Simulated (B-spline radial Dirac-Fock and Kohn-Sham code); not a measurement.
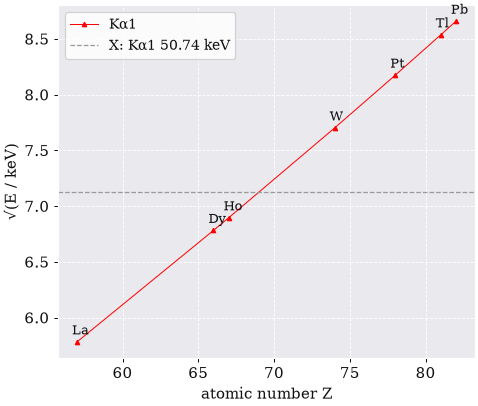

A Moseley plot: square roots of X-ray line energies of free neutral atoms against atomic number. Method: Dirac–Fock ΔSCF (average of configuration, Fermi nucleus, Breit and QED terms, no correlation) (computed with a B-spline radial atomic code).

> The dashed line marks the Kα1 energy of an element X that is left out of the plot. Which element is it?

Thulium, Z = 69: Kα1 = 50.74 keV falls between Ho (47.54 keV) and W (59.31 keV), and √E is nearly linear in Z.
